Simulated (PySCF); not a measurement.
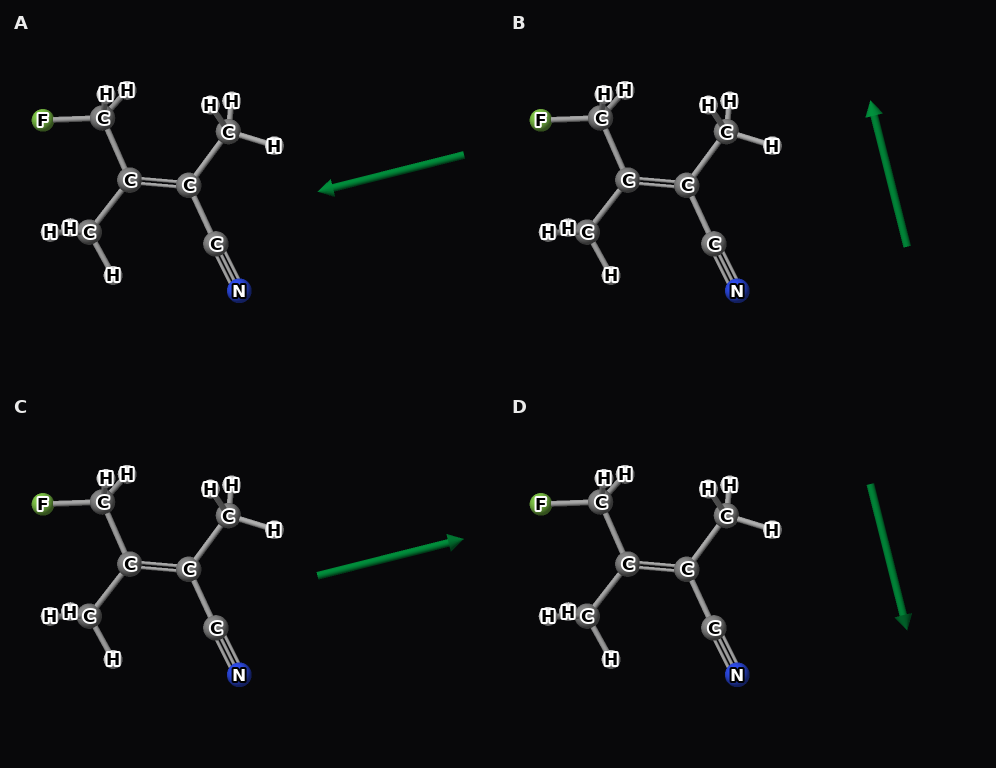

The same molecule four times, each with an arrow. Computed geometry: PBE0-D3(BJ)/def2-SVP optimisation. No frequency run is at hand to confirm it as a minimum. Level of theory: ωB97X-D/def2-SVPD, gas phase (PySCF 2.14.0).

Which arrow points along the dipole moment, from the negative to the positive end?

B. The dipole moment is 3.82 D.
